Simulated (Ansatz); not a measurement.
**C$_{2}$H$_{4}$Cl$_{2}$Si$_{2}$ (SMILES Cl[SiH2]C#C[SiH2]Cl): density, localisation and related maps**

Input

```
crystal:
  periodic: [false, false, false]
  atoms:
    - { symbol: Cl, position_ang: [-1.0001, -1.8736, 3.033] }
    - { symbol: Si, position_ang: [-1.8076, -1.1667, 1.2355] }
    - { symbol: C, position_ang: [-0.478, -0.2863, 0.2841] }
    - { symbol: C, position_ang: [0.504, 0.2862, -0.3084] }
    - { symbol: Si, position_ang: [1.7906, 1.1443, -1.2609] }
    - { symbol: Cl, position_ang: [1.0331, 1.8321, -3.0295] }
    - { symbol: H, position_ang: [-2.9031, -0.2439, 1.5481] }
    - { symbol: H, position_ang: [-2.2604, -2.3333, 0.4867] }
    - { symbol: H, position_ang: [2.9186, 0.2507, -1.5089] }
    - { symbol: H, position_ang: [2.2859, 2.3393, -0.4768] }
basis:
  gaussian:
    orbitals: def2-SVP
hamiltonian:
  xc: lc_wpbe
output:
  orbitals: {}
```

Command:

```sh
python energy_c2h4cl2si2.py
```

Level of theory: Ansatz 0.2.0, SCF lc_wpbe, Gaussian basis.

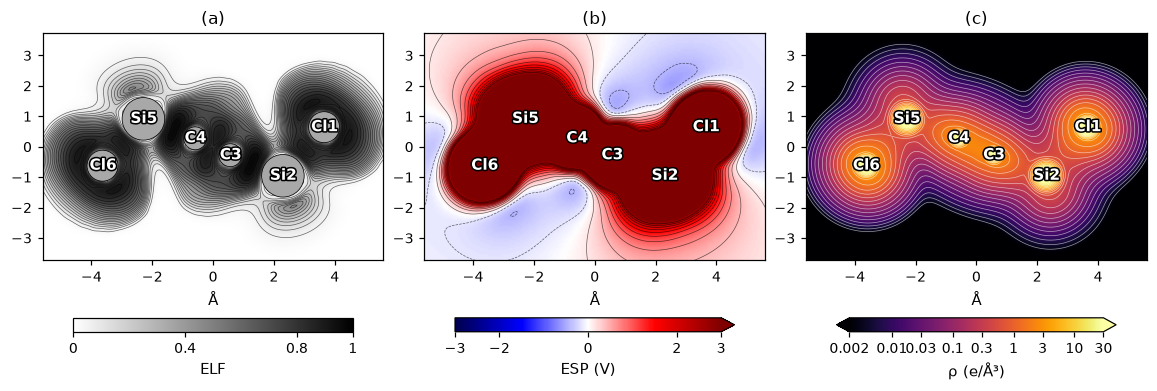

Figure 1. (a) electron localisation function; (b) electrostatic potential; (c) total electron density on the plane of atoms Cl1, Si2 and C3. Grey discs cover the atomic cores in the ELF map.

Interpret the plot.

The section cuts through Cl, Si and C sites.
C–C (1.28 Å): ρ is about 2.4 e/Å³ halfway; the ELF peaks at about 0.85 between the atoms (a multiple bond).
C–Si (1.82 Å): ρ is about 0.99 e/Å³ halfway; the ELF peaks at about 0.95 between the atoms, as expected for localised, covalent bonding.
Si–Cl (2.04 Å): ρ is about 0.89 e/Å³ halfway; the ELF peaks at about 0.90 between the atoms: a shared but strongly polarised pair.
C–Si (1.86 Å): ρ at the midpoint is about 0.94 e/Å³; the ELF peaks at about 1 between the atoms: a covalent bond.
Si–Cl (2.09 Å): ρ is about 0.82 e/Å³ halfway; the ELF peaks at about 0.90 between the atoms (a shared but strongly polarised pair).
The ELF also peaks beside Cl6 and Cl1, away from the bonds: lone-pair regions.
Outside the dense part of the molecule the potential is most negative (−0.6 V) near Cl1.

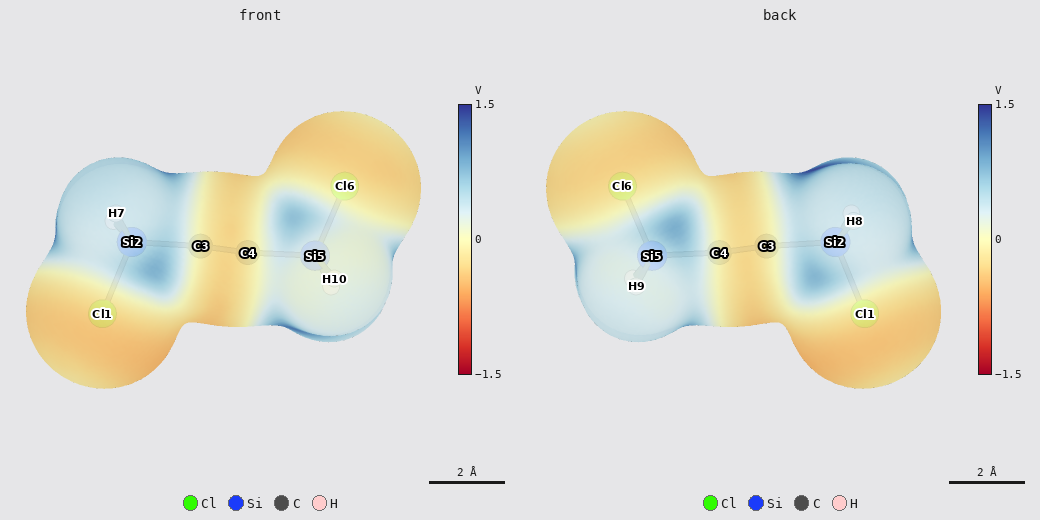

Figure 2. The molecular electrostatic potential painted on the density surface at 0.001 e/bohr³, seen from the front and from behind; the colour scale runs from red (negative) to blue (positive).

Where is the surface potential most negative and most positive?

The most negative region (about −0.5 V, or −12 kcal/mol for a unit charge) lies over Cl1, the most positive (about +1.3 V, or +30 kcal/mol for a unit charge) over Si2.

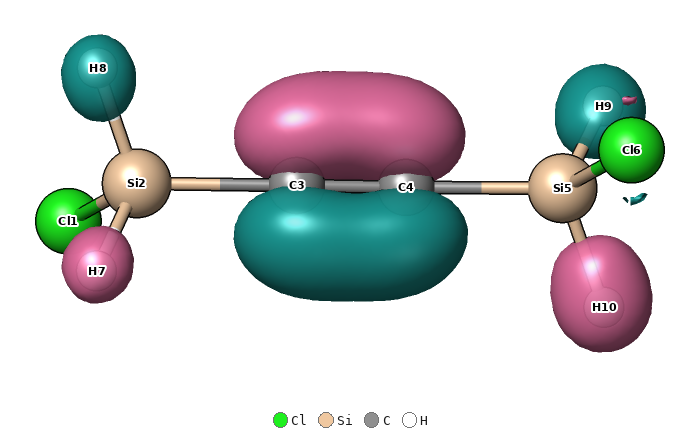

Figure 3. The HOMO at ±0.15 Å⁻³ᐟ² (teal and pink are the two phases), seen from one side.

Describe this orbital and give its energy.

Its weight (Hirshfeld) is mainly on C3 (about 30 %), C4 (about 30 %), Si5 (about 10 %) and H10 (about 5 %); π-bonding across C3–C4. Its energy is −11.10 eV.
